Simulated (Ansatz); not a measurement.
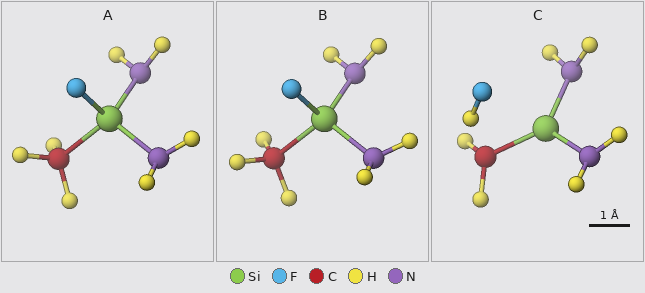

3 geometries from a converged minimum-energy path of CH$_{7}$FN$_{2}$Si, shuffled. Style: ball-and-stick. Shown at a tilt.

Theory: RKS B3LYP/cc-pVDZ in Ansatz. Set-up: 9 movable images; climbing image; force threshold 0.03 eV/Å; iteration limit 60; starting path through a guess of the saddle point.

**Which frame is the transition state?**

C. In order along the path, whose images run from 0 to 10: B (image 4, +0.07 eV), A (image 5, +0.08 eV), C (image 9, +3.41 eV). Breaking: C–H (1.10 → 1.89 Å), F–Si (1.66 → 2.88 Å). Forming: F–H (2.99 → 0.97 Å).

The run took 13 min on 2 threads of Intel(R) Xeon(R) Platinum 8488C (Sapphire Rapids), with other jobs on the host, peak memory 0.26 GiB.
